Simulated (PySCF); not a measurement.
# C6H7NO (4-methoxypyridine): the cost of one run

Computed with PySCF 2.14.0 and routines of our own; the level stands in each step. Atoms count from 0.

### Step 1. The starting structure

15 atoms, charge 0, multiplicity 1; geometry from: GFN2-xTB.

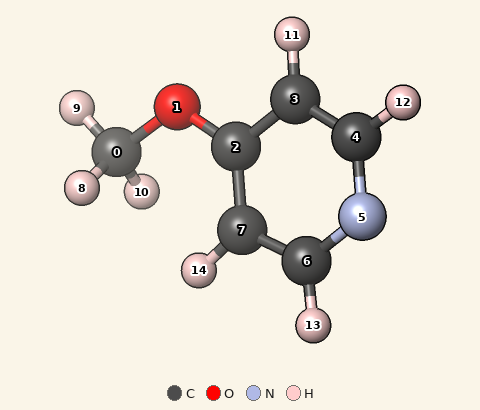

The starting geometry (carbon dark grey, oxygen red, nitrogen light blue, hydrogen pink).

### Step 2. Relaxing the molecule at PBE0-D3(BJ)/def2-SVP

What the job is given:

```
{"job": {"xc": "PBE0", "basis": "def2-SVP", "d3": "d3bj", "grid": 2, "kind": "geom"}, "charge": 0, "multiplicity": 1}
C      2.474100    -0.061636     0.183593
O      1.414812     0.862232     0.088586
C      0.148851     0.392292     0.003123
C     -0.869512     1.346812    -0.079945
C     -2.176154     0.913490    -0.171953
N     -2.528570    -0.363645    -0.183967
C     -1.564540    -1.260819    -0.103450
C     -0.216466    -0.951641    -0.008893
H      2.526412    -0.703748    -0.701118
H      3.381151     0.536952     0.247182
H      2.384519    -0.681753     1.081009
H     -0.614833     2.393939    -0.071341
H     -2.989886     1.623127    -0.240460
H     -1.886511    -2.293983    -0.115725
H      0.512213    -1.743629     0.051447
```

The run is started by

```bash
OMP_NUM_THREADS=1 python excited_run.py task.json out
```

This one command runs all jobs of the session in turn.

Q: Estimate the wall time and peak memory of this first job on 1 thread of Arm Neoverse V2, shared host.

About 39 s, with a peak of 0.72 GiB.
